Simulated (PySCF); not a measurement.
## CH9OPSi2: a changed input and its effect

System: CH9OPSi2.
Method of run 1: GIAO PBE0/pcSseg-1 NMR shielding, non-relativistic, gas phase (PySCF 2.14.0).

The geometry comes from this level: GFN2-xTB. Text and figures count atoms from 1; the logs count them from 0 in places.

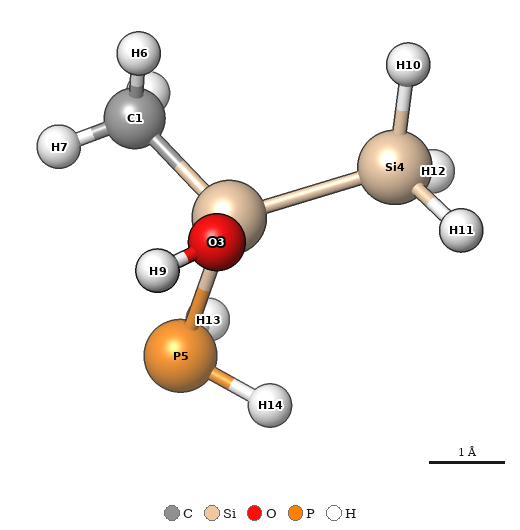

**Figure 1.** The structure (ball-and-stick view, seen at a tilt; atoms are numbered from 1 in the order of the input).

Input file, run 1:
```
{"job": {"kind": "nmr", "xc": "PBE0", "basis": "pcSseg-1"}, "charge": 0, "multiplicity": 1}
C     -1.646247     0.044490    -0.948311
Si    -0.210394    -0.138868     0.305855
O     -0.751985     0.155568     1.824206
Si     1.476535     1.447615     0.099009
P      0.318004    -2.344283     0.211166
H     -2.150194     0.999066    -0.826197
H     -2.388394    -0.741344    -0.822836
H     -1.287648    -0.010046    -1.971788
H     -1.409676    -0.392082     2.247769
H      0.943743     2.783084    -0.185587
H      2.306870     1.556982     1.301282
H      2.387623     1.114385    -1.004094
H      0.854229    -2.279530    -1.059475
H      1.556856    -2.195511     0.806835
```

The first line tells a small driver script what to run in PySCF; the rest is the geometry in Å.

Launched with:
```bash
OMP_NUM_THREADS=1 python <driver script> task.json out
```

Hardware: 1 CPU thread, shared host.

Output (run 1):
```
coarse grid: 12624 points
cycle   1  E = -1038.4300297313  dE =  1.861e-01  |g| = 7.494e-01  |ddm| = 3.263e+00
cycle   2  E = -1038.2957661380  dE =  1.343e-01  |g| = 1.127e+00  |ddm| = 1.792e+00
cycle   3  E = -1038.5338995756  dE = -2.381e-01  |g| = 1.055e-01  |ddm| = 1.306e+00
cycle   4  E = -1038.5361341087  dE = -2.235e-03  |g| = 3.956e-02  |ddm| = 1.353e-01
cycle   5  E = -1038.5365162421  dE = -3.821e-04  |g| = 6.252e-03  |ddm| = 3.993e-02
cycle   6  E = -1038.5365267862  dE = -1.054e-05  |g| = 1.920e-03  |ddm| = 1.112e-02
cycle   7  E = -1038.5365275889  dE = -8.026e-07  |g| = 3.378e-04  |ddm| = 3.174e-03
final grid: 106544 points
cycle   8  E = -1038.5742202508  dE = -1.791e-05  |g| = 6.651e-03  |ddm| = 1.974e-02
cycle   9  E = -1038.5742114942  dE =  8.757e-06  |g| = 9.315e-03  |ddm| = 1.315e-02
cycle  10  E = -1038.5742293598  dE = -1.787e-05  |g| = 7.658e-04  |ddm| = 8.160e-03
cycle  11  E = -1038.5742294674  dE = -1.076e-07  |g| = 1.823e-04  |ddm| = 8.548e-04
cycle  12  E = -1038.5742294751  dE = -7.774e-09  |g| = 3.728e-05  |ddm| = 2.443e-04
cycle  13  E = -1038.5742294755  dE = -3.688e-10  |g| = 9.022e-06  |ddm| = 6.351e-05
converged SCF energy = -1038.5742294755

GIAO shielding tensors (ppm)
atom      isotropic    diamagn.    paramagn.     s11        s22        s33       span
  0 C      178.346     256.052     -77.706    166.504    176.282    192.253     25.749
  1 Si     327.050     879.019    -551.969    296.234    300.746    384.169     87.935
  2 O      296.602     388.176     -91.574    261.624    305.017    323.165     61.541
  3 Si     461.705     880.647    -418.943    446.697    457.873    480.544     33.846
  4 P      593.268     968.710    -375.442    530.948    618.625    630.233     99.285
  5 H       31.043      31.169      -0.126     26.800     28.428     37.901     11.101
  6 H       31.077      31.103      -0.026     26.857     29.568     36.805      9.948
  7 H       31.695      32.077      -0.382     28.216     29.071     37.798      9.582
  8 H       30.704      31.588      -0.884     22.832     25.726     43.556     20.724
  9 H       28.166      29.483      -1.317     24.699     26.124     33.674      8.976
 10 H       28.120      29.320      -1.200     24.885     25.991     33.484      8.598
 11 H       28.463      29.721      -1.259     25.176     26.696     33.516      8.340
 12 H       30.916      31.845      -0.929     26.162     27.961     38.626     12.464
 13 H       30.391      31.374      -0.983     25.320     27.641     38.212     12.892
```

For run 2 the input was changed thus:
```diff
-"basis": "pcSseg-1"
+"basis": "aug-cc-pVDZ"
+"pop": false
+"scf": {"damp": 0.3
+"aux": "def2-qzvpp-jkfit"}
```

How does run 2 compare with run 1?

The total energy of run 2 is 39.1 kcal/mol lower, which measures the change of basis and not a stability. The LUMO goes from −0.18 to −0.43 eV. The dipole moment goes from 0.96 to 1.02 D. Of all shieldings, the largest change is that of Si2, by +61.3 ppm. Diffuse functions give room to the loosely bound empty orbitals, which lowers the LUMO. The SCF takes 14 iterations against 13. The basis functions go from 151 to 208.

Output (run 2):
```
damping 0.30 in the first 6 cycles
final grid: 106544 points
cycle   1  E = -1038.5313932603  dE =  2.308e-01  |g| = 7.206e-01  |ddm| = 8.157e+00
cycle   2  E = -1038.5745869601  dE = -4.319e-02  |g| = 5.635e-01  |ddm| = 1.879e+00
cycle   3  E = -1038.5967874824  dE = -2.220e-02  |g| = 4.588e-01  |ddm| = 1.397e+00
cycle   4  E = -1038.6080485300  dE = -1.126e-02  |g| = 3.854e-01  |ddm| = 1.150e+00
cycle   5  E = -1038.6166983990  dE = -8.650e-03  |g| = 3.241e-01  |ddm| = 9.539e-01
cycle   6  E = -1038.5773633871  dE =  3.934e-02  |g| = 5.518e-01  |ddm| = 1.181e+00
cycle   7  E = -1038.4988758882  dE =  7.849e-02  |g| = 8.566e-01  |ddm| = 1.910e+00
cycle   8  E = -1038.6363552476  dE = -1.375e-01  |g| = 2.382e-02  |ddm| = 1.156e+00
cycle   9  E = -1038.6364438966  dE = -8.865e-05  |g| = 1.144e-02  |ddm| = 7.180e-02
cycle  10  E = -1038.6364814172  dE = -3.752e-05  |g| = 1.279e-03  |ddm| = 2.558e-02
cycle  11  E = -1038.6364818722  dE = -4.550e-07  |g| = 2.931e-04  |ddm| = 2.890e-03
cycle  12  E = -1038.6364818920  dE = -1.984e-08  |g| = 9.607e-05  |ddm| = 9.470e-04
cycle  13  E = -1038.6364818953  dE = -3.248e-09  |g| = 2.448e-05  |ddm| = 2.735e-04
cycle  14  E = -1038.6364818955  dE = -1.737e-10  |g| = 5.265e-06  |ddm| = 7.381e-05
converged SCF energy = -1038.6364818955

GIAO shielding tensors (ppm)
atom      isotropic    diamagn.    paramagn.     s11        s22        s33       span
  0 C      188.923     179.983       8.940    178.215    186.129    202.424     24.209
  1 Si     388.330     867.275    -478.945    359.898    362.210    442.883     82.985
  2 O      301.367     395.510     -94.143    270.276    306.629    327.197     56.921
  3 Si     516.031     894.921    -378.890    500.609    509.965    537.519     36.910
  4 P      638.219     966.841    -328.622    583.375    663.116    668.167     84.792
  5 H       31.120      29.446       1.673     27.149     28.639     37.571     10.423
  6 H       31.129      30.494       0.635     27.196     29.722     36.470      9.273
  7 H       31.596      27.127       4.468     28.252     29.012     37.523      9.270
  8 H       31.254      38.916      -7.662     23.337     26.613     43.813     20.477
  9 H       28.127      29.618      -1.491     24.665     26.109     33.607      8.943
 10 H       28.184      29.336      -1.152     25.082     26.029     33.441      8.360
 11 H       28.426      30.092      -1.666     25.191     26.569     33.517      8.326
 12 H       30.984      28.648       2.336     26.233     28.230     38.488     12.255
 13 H       30.575      29.490       1.085     25.651     28.131     37.943     12.292
```

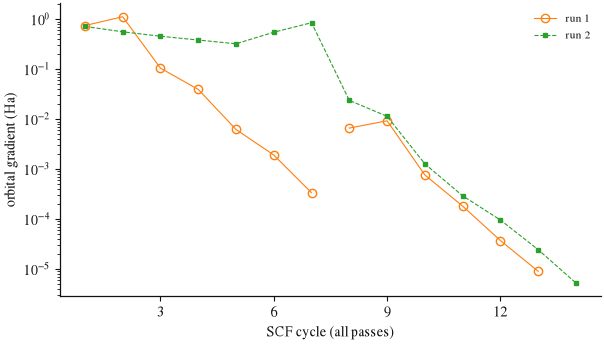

**Figure 2.** Convergence of the two runs: orbital gradient against the SCF cycle. A break in a curve parts two SCF passes (coarse and final grid). Run 1 takes 13 cycles in all, and run 2 takes 14.

The two runs side by side:

| quantity | run 1 | run 2 |
| --- | --- | --- |
| outcome | converged | converged |
| total energy (hartree) | −1038.574229 | −1038.636482 |
| HOMO (eV) | −7.24 | −7.20 |
| LUMO (eV) | −0.18 | −0.43 |
| dipole moment (D) | 0.96 | 1.02 |
| shielding of C1 (ppm) | 178.3 | 188.9 |
| shielding of Si2 (ppm) | 327.0 | 388.3 |
| shielding of O3 (ppm) | 296.6 | 301.4 |
| shielding of Si4 (ppm) | 461.7 | 516.0 |
| shielding of P5 (ppm) | 593.3 | 638.2 |
| shielding of H9 (ppm) | 30.7 | 31.3 |
| shielding of H14 (ppm) | 30.4 | 30.6 |
| SCF iterations | 13 | 14 |
| basis functions | 151 | 208 |
| wall time (shared host) | 16 s | 26 s |
